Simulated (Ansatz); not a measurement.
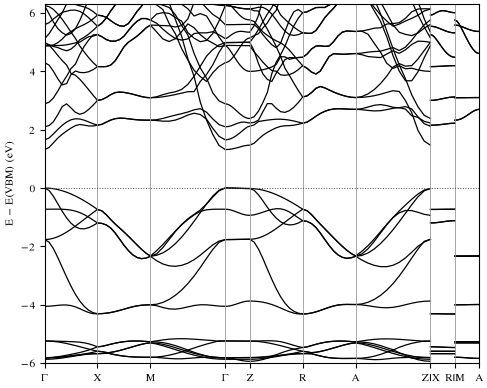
*Band structure from r²SCAN in the plane-wave PAW code Ansatz*

### Question
Read off the gap and where the band edges lie.

### Answer
About 1.3 eV (1.32 eV by a search for the band edges); maximum at Γ, minimum at Γ.

### Question
Pick the material that matches.
A) MnF2, rutile
B) BaHI, P4/nmm (Ba on 2c, H on 2a, I on 2c)
C) BaCdAsF, P4/nmm (Ba on 2c, Cd on 2b, As on 2c, F on 2a)
D) SnO2, P4_2/nmc (Sn on 2a, O on 4d)

### Answer
C, BaCdAsF, P4/nmm (Ba on 2c, Cd on 2b, As on 2c, F on 2a)

The workflow started from a Materials Project entry (that database holds measured and hypothetical structures alike); the Crystallography Open Database copy checked does not list it. Whether it is the stable phase at ambient conditions was not checked. The cell was relaxed with r²SCAN under the symmetry of its start; its stability against distortions is not shown here. Scalar-relativistic: spin–orbit coupling is off unless named, which matters more the heavier the elements.

Potentials: the later of the program's two PAW sets.
